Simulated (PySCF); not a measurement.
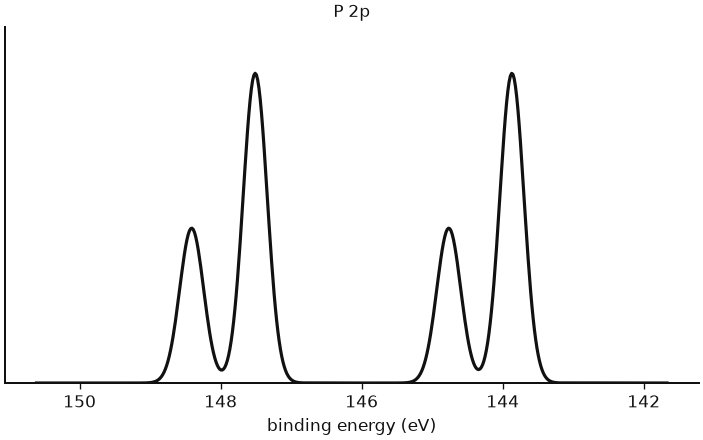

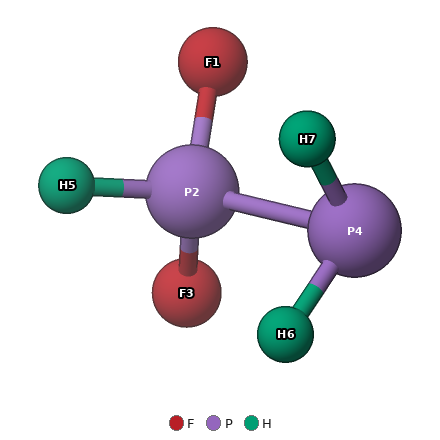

Simulated XPS of P₂H₃F₂⁺, SMILES F[PH+](F)P. Vertical core-electron binding energies by ΔSCF (SCAN, pcX-2 on the ionised atom, pcseg-1 elsewhere, spin-free X2C; PySCF 2.14.0, at a PBE0-D3(BJ)/def2-SVP geometry (no frequency check)), gas phase, against the vacuum level. One atom of each kind was ionised; within a panel, areas follow the number of like atoms and 2j + 1 (2p levels are split by first-order spin-orbit coupling, an approximation), Gaussians of 0.4 eV full width. Only the regions named are shown.

**Which atoms give which peak?**

| level | atoms | binding energy (eV) |
| --- | --- | --- |
| P 2p1/2 | P2 | 148.4 |
| P 2p3/2 | P2 | 147.5 |
| P 2p1/2 | P4 | 144.8 |
| P 2p3/2 | P4 | 143.9 |

**How large is the chemical shift across the P 2p region?**

3.6 eV, from P4 at 143.9 eV to P2 at 147.5 eV.
